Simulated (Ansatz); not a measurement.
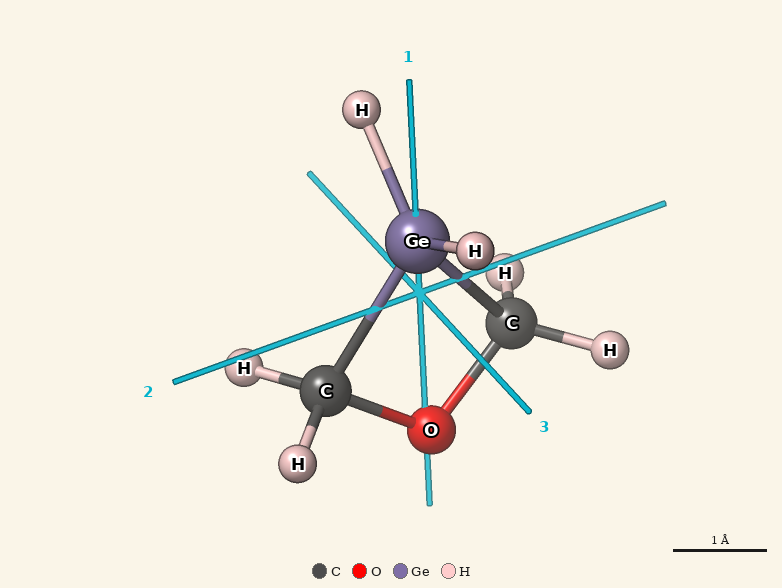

The three principal axes of inertia are drawn and numbered. Depth is shown by fading: the farther an atom, the more it takes the colour of the background. The computed structure is the end point of a PBE-D4/def2-SVP optimisation. No frequency run is at hand to confirm it as a minimum. Masses are those of the most abundant isotopes; constants are for the rigid equilibrium geometry.

### Which line is the a axis (least moment of inertia), which b and which c?

a is line 1, b is line 2, c is line 3; the moments are 51.0, 126, 163 u Å².

### Classify the rotor and give the rotational constants (MHz).

An asymmetric top (Cs): A = 9908, B = 4012, C = 3105 MHz. Ray's parameter κ is −0.73, nearer the prolate limit.
